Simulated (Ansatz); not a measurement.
BH5O2Si···H2

Input

```
crystal:
  periodic: [false, false, false]
  atoms:
    - { symbol: B, position_ang: [0.094004, 0.451762, -0.288719] }
    - { symbol: H, position_ang: [-0.643189, -0.002093, 1.946983] }
    - { symbol: O, position_ang: [1.267027, -0.175539, -0.584659] }
    - { symbol: H, position_ang: [1.187204, -1.056842, -0.972481] }
    - { symbol: O, position_ang: [-1.125459, -0.109402, -0.527005] }
    - { symbol: H, position_ang: [-1.111322, -0.992008, -0.919876] }
    - { symbol: Si, position_ang: [0.183288, 2.253822, 0.516224] }
    - { symbol: H, position_ang: [1.214883, 2.296171, 1.593973] }
    - { symbol: H, position_ang: [0.558693, 3.294014, -0.491321] }
    - { symbol: H, position_ang: [-1.123605, 2.656205, 1.109804] }
    - { symbol: H, position_ang: [-0.201326, 0.373609, 2.370476] }
basis:
  gaussian: { orbitals: def2-SVP }
hamiltonian:
  xc: cam_b3lyp
relax:
  f_tol: 0.03
  max_steps: 50
output:
  orbitals: {}
```

Launched as:

```sh
ansatz run input.yaml --threads 4 --pin off --max-ram 5120MiB --backend cpu --events-out ev --progress --plain --runs-dir out
```

The fields are those of the run's last geometry, not of the input's.

Method: RKS CAM-B3LYP/def2-SVP in Ansatz 0.2.0.

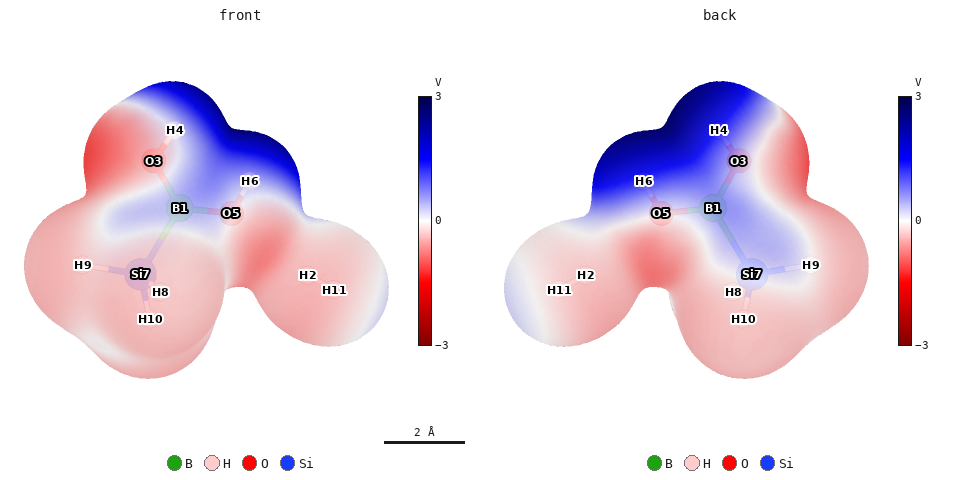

Figure 1. The molecular electrostatic potential painted on the density surface at 0.001 e/bohr³, seen from the front and from behind; red is negative and blue positive.

Question: Where is the surface potential most negative and most positive?

Answer: The most negative region (about −1.1 V) lies over O3, the most positive (about +2.7 V) over H4 and H6. O3 is the likeliest acceptor of a hydrogen bond.

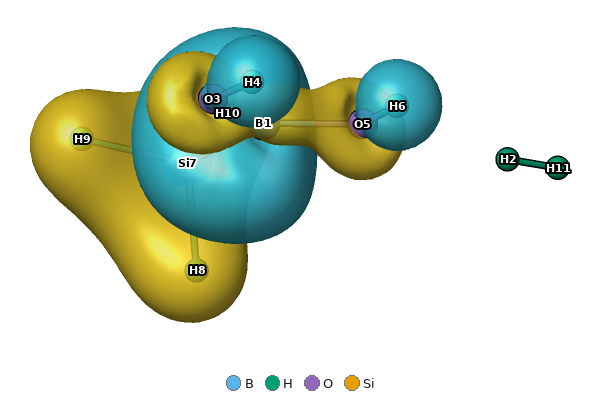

Figure 2. The HOMO at ±0.08 Å⁻³ᐟ² (yellow and cyan are the two phases), seen from one side.

Question: Where does this orbital lie, and at what energy?

Answer: Its weight (Hirshfeld) is mainly on Si7 (about 40 %), B1 (about 30 %) and O3 (about 5 %). Its energy is −9.65 eV.

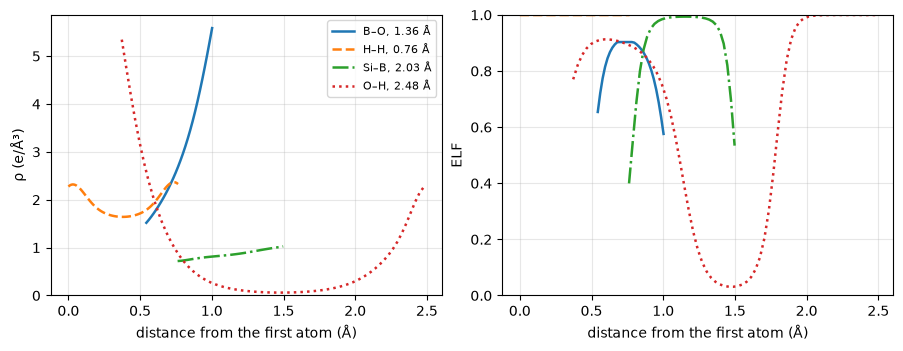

Figure 3. Electron density and electron localisation function along straight lines between neighbouring atoms. The curves leave out the atomic cores.

Question: What can be read from the curves?

Answer: B–O (1.36 Å): ρ is about 2.1 e/Å³ halfway; the ELF peaks at about 0.90 between the atoms; a short, strongly polar bond.
H–H (0.76 Å): ρ is about 1.6 e/Å³ halfway; the ELF peaks at about 1 between the atoms.
Si–B (2.03 Å): ρ at the midpoint is about 0.82 e/Å³; the ELF peaks at about 1 between the atoms; a covalent bond.
O5···H2 (2.48 Å): the density falls to about 0.06 e/Å³ on the way; the ELF dips to about 0.05 between them (a non-bonded, intermolecular contact).

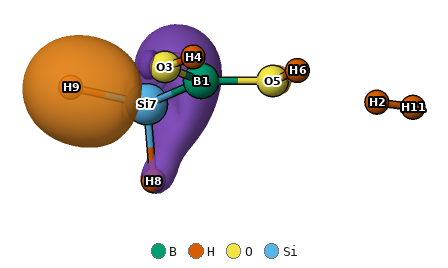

Figure 4. The HOMO−1 at ±0.15 Å⁻³ᐟ² (orange and purple are the two phases), seen from one side.

Question: What is the character of this orbital?

Answer: It lies mainly on Si7 (about 40 %), H9 (about 35 %) and H10 (about 20 %). Its energy is −10.65 eV.
